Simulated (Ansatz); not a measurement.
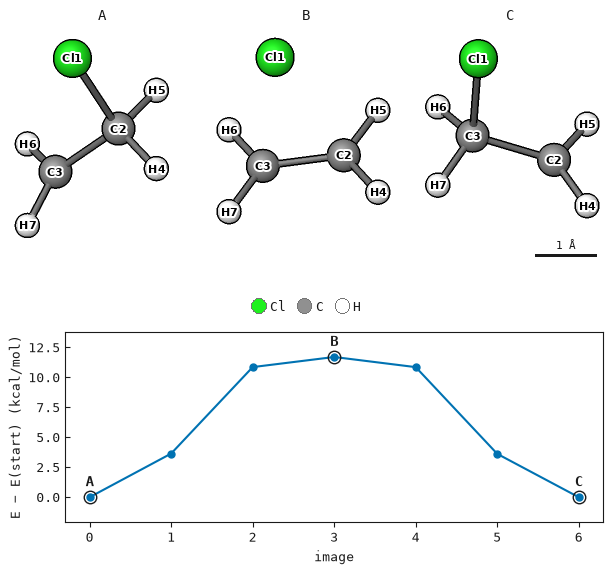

A search for the minimum-energy path of C2H4Cl (multiplicity 2) by the nudged elastic band. Images are numbered from 0 (start) to 6 (end). Frames A to C are images 0, 3, 6. The picture is a ball-and-stick view, seen from a free direction.

Level of theory: UKS PBE0-D4/def2-SVP in Ansatz 0.2.0. Set-up: 5 movable images; climbing image.

**What happens along the path, and what is the barrier?**

The barrier is about 11.7 kcal/mol in both directions, with image 3 at the top; the ends have the same energy. Breaking: Cl1–C2 (1.83 → 2.59 at the top → 2.71 Å). Forming: Cl1–C3 (2.71 → 2.59 at the top → 1.83 Å). The band converged in 8 iterations. The largest component of the band force went from 3.2 to 0.036 eV/Å. The climbing image converged on the top of the path. Its curvatures weren't checked. The largest force component is 0.38 eV/Å at the start and 0.38 eV/Å at the end; an end with forces this large is no minimum, and the barrier measured from it can be far off.

The run took of the order of 2.2 core-minutes on a shared host.
